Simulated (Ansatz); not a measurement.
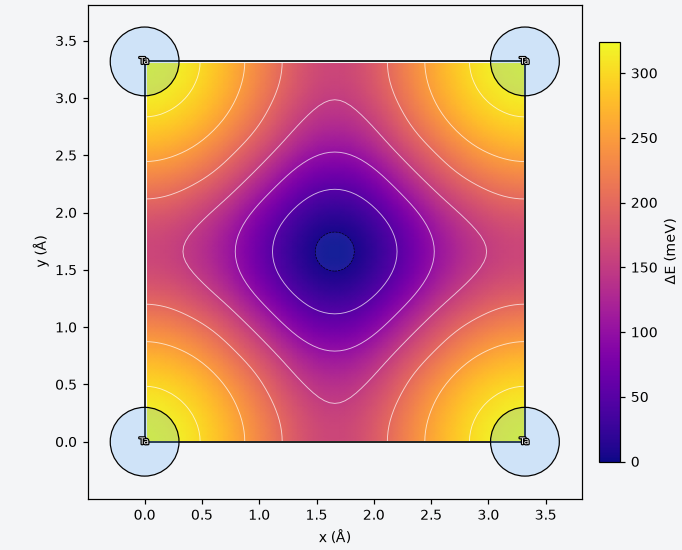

Na on a Ta(100) slab cut from the Im-3m phase, its upper half relaxed before the scan (16 atoms of substrate and one adsorbate in a 2 × 2 cell). Na is moved over the surface cell; relaxed at each place: the height of the adsorbate's atoms; substrate rigid; the origin of the map has the adsorbate above Ta13. Places are given modulo a cell vector. The map is drawn in real space over the plane of the surface. The scan uses an 8 × 8 grid; 15 points were computed and 49 follow by symmetry. Places are given in fractions of the 1 × 1 surface cell. Energies: meV, counted from the lowest grid point. Method: DFT PBE, scalar-relativistic, plane waves, PAW (Ansatz). Settings: cutoff 420 eV, k-mesh 4×4×1, gaussian smearing 0.1 eV, no spin polarisation.

The picture shows a smooth colour map with a few white contour lines, labelled circles for the atoms of the top layer and small ones for the second layer, the outline of one cell of the plane. Between grid points the surface is interpolated.

The lowest grid point is at a fourfold hollow over a second-layer Ta atom, (4/8, 4/8) of the cell vectors. It is the only kind of minimum in the scanned range. The highest grid point, the top site over a surface Ta atom, (0/8, 0/8) of the cell vectors, lies 324 meV above the lowest. On the interpolated surface the easiest way out of the lowest well to its copy in the next cell or period passes a barrier of about 162 meV. At the lowest point the adsorbate has 4 Ta at 3.46 Å as nearest neighbours, at the highest 1 Ta at 3.09 Å. Its relaxed height above the top atom is 2.55 Å at the lowest and 3.09 Å at the highest point.

Na is replaced by O; all else is set up alike.

How does the landscape change?

The minimum (interpolated where it lies between grid points) moves from a fourfold hollow over a second-layer Ta atom, (4/8, 4/8) of the cell vectors to (3/8, 4/8) of the cell vectors [nearest 3 Ta at 2.19 Å]. The highest place moves from the top site over a surface Ta atom, (0/8, 0/8) of the cell vectors to (1/8, 1/8) of the cell vectors [nearest 1 Ta at 1.79 Å]. The span from the lowest to the highest grid point grows from 324 to 1048 meV. In the new map: at the lowest point the adsorbate has 3 Ta at 2.19 Å as nearest neighbours, at the highest 1 Ta at 1.79 Å. Its relaxed height above the top atom is 0.68 Å at the lowest and 1.69 Å at the highest point.

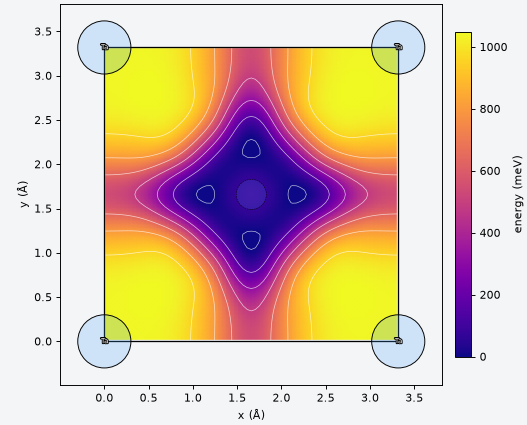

The map after the change, on a colour scale of its own. Drawn: a smooth colour map with a few white contour lines, labelled circles for the atoms of the top layer and small ones for the second layer, the outline of one cell of the plane. Between grid points the surface is interpolated.

PAW datasets: the set soft_1.
